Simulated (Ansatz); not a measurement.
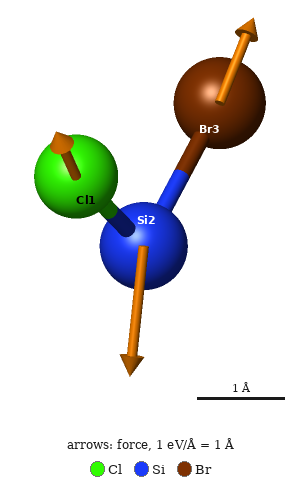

Starting geometry of SiBrCl (coarse preliminary run) with the computed forces as orange arrows. The picture is a ball-and-stick view, seen from a free direction.

The start comes from a force field.

These are results of RKS PBE-D4/def2-SVP in Ansatz, not measurements. Set-up: force threshold 0.03 eV/Å; at most 200 steps.

Is this structure relaxed? If not, where do the atoms go?

Answer. It isn't relaxed: the largest force vector, on Si2, is 1.53 eV/Å. The final displacements follow the starting forces only in part (cosine between the two patterns 0.81). The energy falls by 1.89 kcal/mol in 3 geometry steps. The largest force component goes from 1.2 to 0.01 eV/Å. Si2 moves most after the best rigid fit: 0.080 Å. Largest moves by element: Si 0.080 Å, Br 0.043 Å, Cl 0.041 Å. Some distances before and after: Si2–Br3 2.200 → 2.279 Å, Cl1–Si2 2.065 → 2.111 Å. Bond angles that change, for instance: Cl1–Si2–Br3 107.6° → 102.2°.
